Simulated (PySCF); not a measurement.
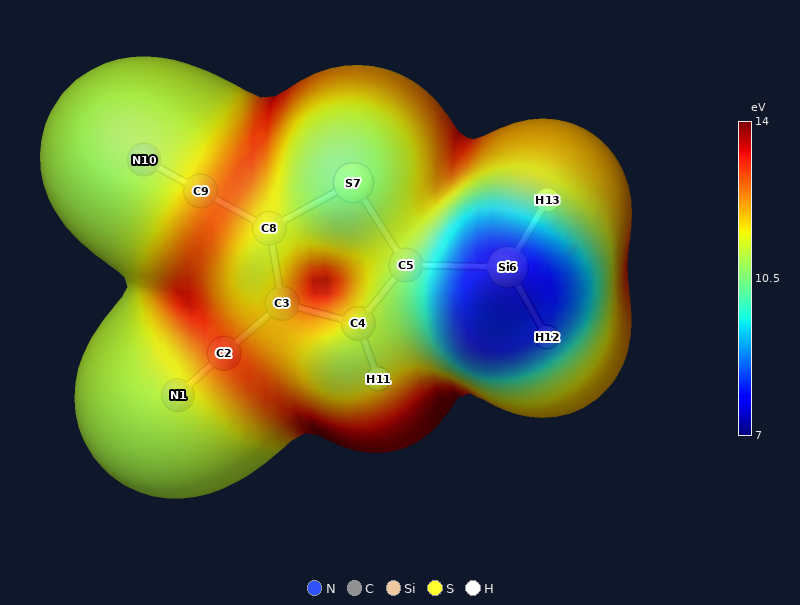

C6H3N2SSi, doublet, SMILES `N#Cc1cc([SiH2])sc1C#N`. Average local ionisation energy on the surface of electron density 0.001 a.u.

Level of theory: PBE0/6-311G** (PySCF), at a geometry from GFN2-xTB. No frequency check shows the geometry to be a minimum. The stability of the open-shell solution wasn't checked. GFN2-xTB bond lengths at metals and heavier atoms can be off by up to 0.1 Å and shapes distorted, which carries into these values. GFN2-xTB doesn't know the spin state, so this open-shell geometry is rough.

Input script:

```python
import numpy as np
from pyscf import gto, scf, dft
from pyscf.scf import atom_ks, atom_hf
from scipy.linalg import block_diag

def solve(mol, dm0=None, hcore=None):
    mf = (dft.UKS if mol.spin else dft.RKS)(mol, xc='pbe0')
    mf.grids.level = 3
    mf = mf.density_fit(auxbasis='def2-universal-jkfit')
    mf.conv_tol, mf.max_cycle = 1e-8, 80
    if hcore is not None:
        mf.get_hcore = lambda *args: hcore
    mf.kernel(dm0)
    if not mf.converged:
        mf = mf.newton().run(mf.mo_coeff, mf.mo_occ, max_cycle=30)
    assert mf.converged, 'SCF not converged'
    return mf

mol = gto.M(atom='''
N      2.76817     2.43436     0.00000
C      1.89736     1.68880     0.00000
C      0.80460     0.80282     0.00000
C     -0.52893     1.21651     0.00000
C     -1.44240     0.16932     0.00000
Si    -3.25818     0.26635     0.00000
S     -0.60229    -1.37820     0.00000
C      0.94990    -0.58620     0.00000
C      2.13134    -1.31211     0.00000
N      3.10623    -1.92417     0.00000
H     -0.82344     2.25116     0.00000
H     -3.87610     1.57494     0.00000
H     -4.04130    -0.94990     0.00000
''', basis='6-311g**', charge=0, spin=1, verbose=4)
mf = solve(mol)
mf.analyze()
# spherically averaged free atoms, for the promolecule
atm = atom_ks.get_atm_nrks(mol, xc='pbe0')
pro = block_diag(*[(atm[a[0]][2] * atm[a[0]][3]) @ atm[a[0]][2].T for a in mol._atom])
np.savez('result.npz', e=mf.e_tot, c=mf.mo_coeff, occ=mf.mo_occ, eps=mf.mo_energy, pro=pro, dip=mf.dip_moment(verbose=0), s2=mf.spin_square()[0])
```

Command:

```sh
OMP_NUM_THREADS=1 python input.py
```

The run took 2.9 min on 1 thread of Intel(R) Xeon(R) Processor @ 2.50GHz (Skylake/Cascade Lake) (shared host), peak memory 0.91 GiB.

Partitions, critical points and surface values were worked out afterwards from this run's density.

Where are the most loosely bound electrons on this surface?

Answer. The lowest value is 7.3 eV, off the molecular plane, over Si6 (2.3 Å), and at like points elsewhere. Further minima include 10.4 eV, off the molecular plane, over S7 (2.2 Å), and at like points elsewhere; 10.8 eV, off the molecular plane, over N10 (1.8 Å), and at like points elsewhere. For comparison, the highest occupied orbital lies at −6.0 eV.
